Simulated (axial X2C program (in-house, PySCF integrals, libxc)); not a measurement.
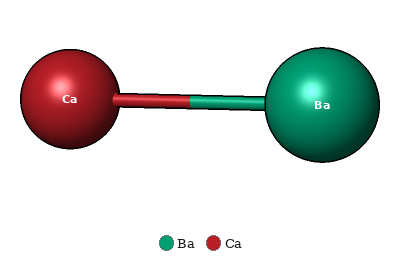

Figure 1. The molecule at the reference distance of 3.720 Å.

Run report: BaCa, relativistic diatomic calculation

- system: BaCa, single determinant with Ω = 1. The distance is the PBE0 minimum at charge 0.
- method: expectation values, HF and Kohn-Sham, two-component X2C with atomic mean-field Coulomb and Gaunt terms, Ba dyall-cv3z, Ca dyall-cv3z (cores contracted) (axial X2C program (in-house, PySCF integrals, libxc))

Input file:
```
{"zs": [56, 20], "q": 0, "bas": ["dyall-cv3z", "dyall-cv3z"], "r0": 3.67, "levels": ["PBE0", "HF", "PBE50", "TPSSh", "PBE"], "nst": 3}
```

The line is the task of a batch: nuclear charges, charge, bases, the levels to run, a first guess of the distance and further settings. This report covers the levels named above. The log is that of the reference distance.

The run was one of a batch that the task file lists, launched with:
```bash
python <driver script> task.json out
```

Output:
```
two-component X2C + atomic mean field  PBE0
basis functions 250  fitting functions 1063  grid points 5807
iter        total energy     max residual
   1      -8810.895595253     3.41e+00
   2      -8811.265302588     1.24e-01
   3      -8811.268461513     3.05e-02
   4      -8811.270058407     3.62e-02
   5      -8811.270301110     8.22e-03
   6      -8811.270318679     1.68e-03
   7      -8811.270321728     1.48e-03
   8      -8811.270322331     1.37e-04
   9      -8811.270322441     2.38e-04
  10      -8811.270322483     3.17e-05
  11      -8811.270322505     6.19e-05
  12      -8811.270322508     6.24e-06
converged
one-electron -12342.56297224  Coulomb 3613.13582919  exact exchange -58.07582221  xc functional -177.69120000  nuclear repulsion 159.32217103  atomic mean-field constant -5.39832829
```

Expectation values by level of theory:

```csv
quantity,PBE0,HF,PBE50,TPSSh,PBE
effective field for an electron dipole moment (GV/cm),−6.23,−9.81,−7.16,−5.95,−5.18
field gradient at the first nucleus (a.u.),−0.699,−0.972,−0.668,−0.717,−0.735
field gradient at the second nucleus (a.u.),−0.0915,−0.226,−0.0831,−0.132,−0.121
"A∥/gI, first nucleus (MHz)",1510,1160,1490,1380,1480
"A∥/gI, second nucleus (MHz)",257,233,258,252,258
```

Each column comes from one determinant with 2 or more unpaired spinors, which can mix states, in a basis with contracted cores. The spread over the levels shows only part of the uncertainty.

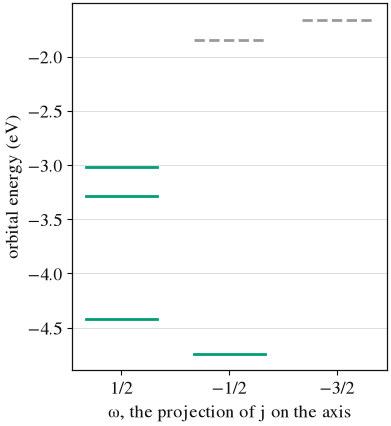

Figure 2. Orbital energies (PBE0) near the frontier at 3.72 Å, filled (solid) and empty (dashed). The highest filled spinor (1/2; 45 % Ba d, 26 % Ca p) lies at −3.02 eV, the lowest empty one (−1/2; 39 % Ba s, 24 % Ca p) at −1.85 eV.

Summary:

- outcome: converged
- hardware: 1 thread of AMD EPYC (Zen 3), 24 GiB of memory available, shared host
- wall time: 9.7 s
- peak memory: 0.54 GiB
